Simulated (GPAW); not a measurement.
# Surface energy and work function of Ag(111) from slabs of 3 to 12 layers (RPBE)

How do energy and work function of Ag(111) films settle with thickness, and what surface energy follows?

Set-up. GPAW 26.7.0, plane waves at 450 eV with PAW setups; symmetric 1×1 slabs cut at the tabulated lattice constant (two decimals; low-temperature values for the alkali metals), atoms at bulk places, 7.5 Å of vacuum on each side, one in-plane mesh for all thicknesses, Fermi-Dirac smearing of 0.1 eV. Energies are extrapolated to zero smearing and count from the program's reference atoms. Functional RPBE. The cell's area is 7.243 Å².

Results, with one row withheld:

```
layers  energy (eV)  work function (eV)
     3      −6.4541                4.31
     4      −8.7792                4.28
     5     −11.0787                4.26
     6     −13.3968                4.27
     7     −15.7110                4.26
     8     −18.0237                4.25
     9     −20.3281                4.24
    10     −22.6516                4.26
    11     −24.9495                4.25
    12            ?                   ?
```

Q: What surface energy do these runs give, and what energy and work function should the 12-layer slab have?

A: A slab of n layers has E(n) = nε + 2Aγ once its middle is bulk-like. A line through n = 6 to 11 has the slope ε = −2.3111 eV a layer and the intercept 2Aγ = 0.4679 eV (r.m.s. residual 4.5 meV). So γ = 0.4679 / (2 × 7.243 Å²) = 0.0323 eV/Å² = 0.52 J/m², with a standard error of about 0.01 J/m² from the scatter about the line. For 12 layers: 0.4679 + 12 × (−2.3111) = −27.266 eV; the run gives −27.275 eV, 9.1 meV under the line. The work function has no such law: from 6 to 11 layers it moves between 4.24 and 4.27 eV (mean 4.25), and the 12-layer slab gives 4.25 eV. The thinnest slab, 3 layers, lies +0.05 eV from that mean. The measured value for this face is 4.53 eV (“Anisotropic work function of elemental crystals” (2019, arxiv:1902.07811)); the unrelaxed 12-layer slab lies 0.28 eV under it.

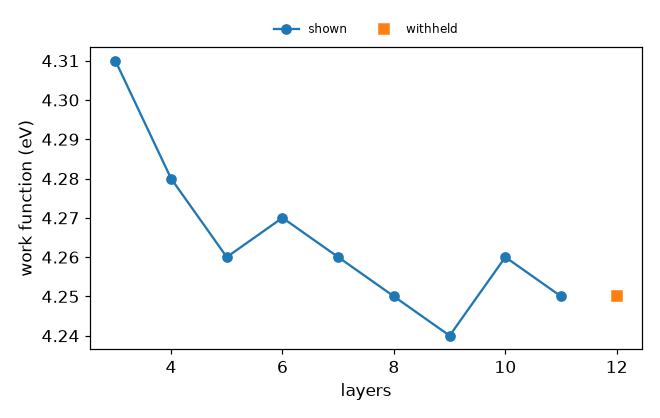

Work function against thickness.

**Limits.** The surfaces are unrelaxed, so γ is an upper bound for this functional and lattice constant. The tabulated lattice constant isn't the functional's own, which strains the slab a little.

[Logs are printed without paths, hosts, clocks, repeated set-up lines and the standing remarks that a program may print on its own settings, such as how far it seeks lower states.]
